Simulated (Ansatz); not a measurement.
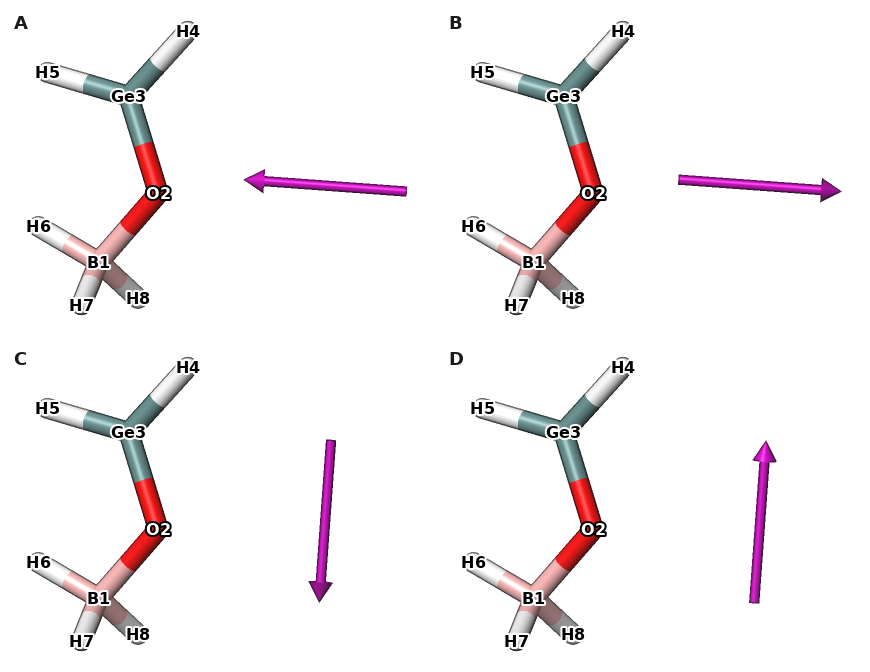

The same molecule four times, each with an arrow. The computed structure is the end point of a PBE0-D4/def2-TZVP optimisation. No frequency run is at hand to confirm it as a minimum. Level of theory: RKS PBE0-D4/def2-TZVP (Ansatz 0.2.0).

Which arrow points along the dipole moment, from the negative to the positive end?

Answer. D. The dipole moment is 7.41 D; it points from the side of H7, H8 to the side of H4 (the outermost atoms at the two ends).
